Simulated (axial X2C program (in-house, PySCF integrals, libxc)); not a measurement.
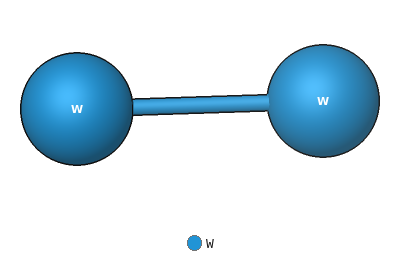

*The molecule at the reference distance of 2.817 Å.*

## Relativistic diatomic calculation for W₂

System: W₂, single determinant with Ω = 5.
Method: PBE0, two-component X2C with atomic mean-field Coulomb and Gaunt terms, W dyall-cv3z (cores contracted) (axial X2C program (in-house, PySCF integrals, libxc)).

## The program's output
```
two-component X2C + atomic mean field  PBE0
basis functions 370  fitting functions 1784  grid points 5802
iter        total energy     max residual
   1     -32284.497287532     5.99e-06
   2     -32284.497287534     4.08e-06
converged
one-electron -46330.14688425  Coulomb 13702.07646349  exact exchange -161.69669054  xc functional -495.39006158  nuclear repulsion 1028.67391090  atomic mean-field constant -28.01402555
```

## The points of the curve

| R (Å) | E (hartree) | dipole (D; origin at the first atom, positive when the second is positive) | highest filled (eV) | lowest empty (eV) |
| --- | --- | --- | --- | --- |
| 2.451 | −32284.473741 | 0.00 | −4.21 | −2.61 |
| 2.563 | −32284.486890 | 0.00 | −4.33 | −2.24 |
| 2.648 | −32284.493139 | 0.00 | −4.44 | −2.18 |
| 2.732 | −32284.496401 | 0.00 | −4.55 | −2.23 |
| 2.817 | −32284.497288 | 0.00 | −4.66 | −2.31 |
| 2.916 | −32284.496071 | 0.00 | −4.77 | −2.42 |
| 3.014 | −32284.493125 | 0.00 | −4.88 | −2.52 |
| 3.141 | −32284.487693 | 0.00 | −5.01 | −2.66 |
| 3.296 | −32284.479676 | 0.00 | −5.15 | −2.82 |
| 3.521 | −32284.467140 | 0.00 | −5.25 | −3.04 |

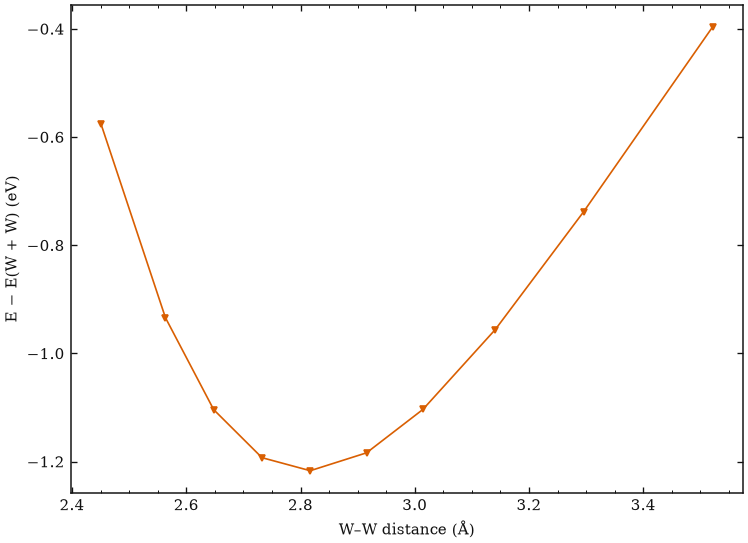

*Energy at 10 bond lengths, for one set of occupations held fixed; the line joins the points.*

A polynomial of degree 6 through 9 points gives rₑ = 2.812 Å, ωₑ = 143.6 cm⁻¹, ωₑxₑ = 0.27 cm⁻¹ and Bₑ = 0.02318 cm⁻¹. The minimum lies 1.22 eV below W + W, each computed as one determinant at the same level.

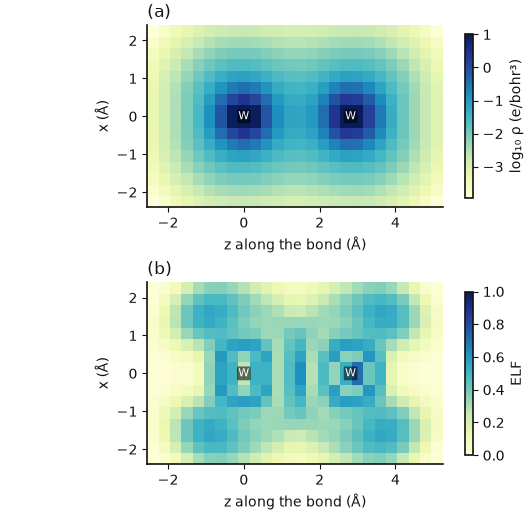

*(a) electron density on a logarithmic scale; (b) electron localisation function, in a plane that holds the axis, at 2.82 Å, on points 0.3 Å apart (one half computed, the other mirrored); the structure near the nuclei is finer than these points.*

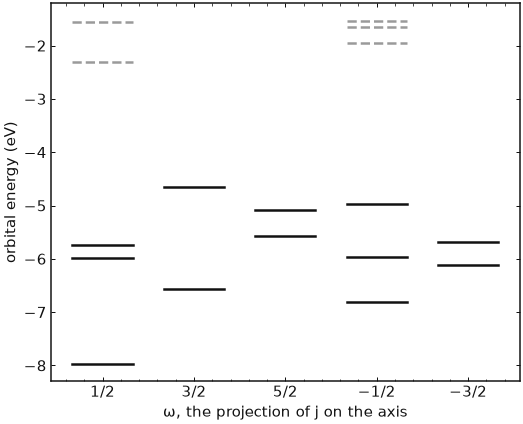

*Orbital energies near the frontier at 2.82 Å, filled (solid) and empty (dashed).*

The highest filled spinor (3/2; 45 % W d, 45 % W d) lies at −4.66 eV, the lowest empty one (1/2; 33 % W d, 33 % W d) at −2.31 eV.

## Input
```
{"zs": [74, 74], "q": 0, "bas": ["dyall-cv3z", "dyall-cv3z"], "levels": ["PBE0", "HF", "M06"], "cc": true, "r0": 2.74, "thr": -2.0, "nmax": 110, "npts": 10, "nst": 2, "ntry": 8}
```

The line is the task of a batch: nuclear charges, charge, bases, the levels to run, a first guess of the distance and further settings. This report covers PBE0 with spin-orbit coupling. The log is that of the reference distance 2.817 Å, started from orbitals converged before.

Launched within a batch (the task file carries these settings):
```bash
python <driver script> task.json out
```

## Key numbers

- outcome: converged
- bond length rₑ: 2.812 Å
- ωₑ: 143.6 cm⁻¹
- energy at the minimum: −32284.49729 hartree
- depth below the fragments: 1.22 eV
- hardware: 1 thread of Arm Neoverse V2, 112 GiB of memory available, shared host
- wall time: 52 s
- peak memory: 1.4 GiB
